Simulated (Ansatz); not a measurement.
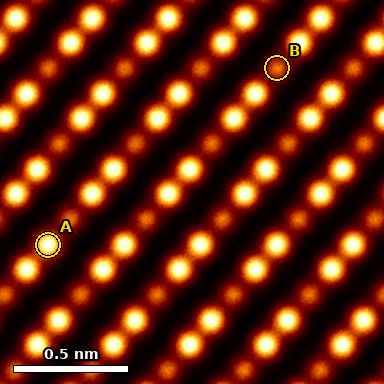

iDPC-like image of CrHg$_{2}$ (I4/mmm, No. 139) along [111]. Simulated as the projected potential of neutral atoms (B = 0.8 Å²) blurred by a 0.68 Å probe, the thin-sample limit of integrated differential phase contrast. Shot noise was added. Atomic positions: coordinates from a relaxation at fixed volume with Ansatz, DFT PBEsol, scalar-relativistic, plane waves, PAW; the starting structure was generated, so it need not be a known form of this composition.

```cif
data_structure
_symmetry_space_group_name_H-M 'I4/mmm'
_symmetry_Int_Tables_number 139
_cell_length_a 3.5754
_cell_length_b 3.5754
_cell_length_c 8.8435
_cell_angle_alpha 90.000
_cell_angle_beta 90.000
_cell_angle_gamma 90.000
_cell_volume 113.05
loop_
_atom_site_label
_atom_site_type_symbol
_atom_site_symmetry_multiplicity
_atom_site_Wyckoff_symbol
_atom_site_fract_x
_atom_site_fract_y
_atom_site_fract_z
_atom_site_occupancy
Cr1 Cr 2 a 0.00000 0.00000 0.00000 1
Hg1 Hg 4 e 0.00000 0.00000 0.33659 1
```

> Which atoms make up the marked columns?

A: Hg (1 Hg per 5.09 Å along the beam; the brightest kind). B: Cr (1 Cr per 5.09 Å along the beam; about 45 % of the brightest peak). Brightness is counted from the darkest point of the image.
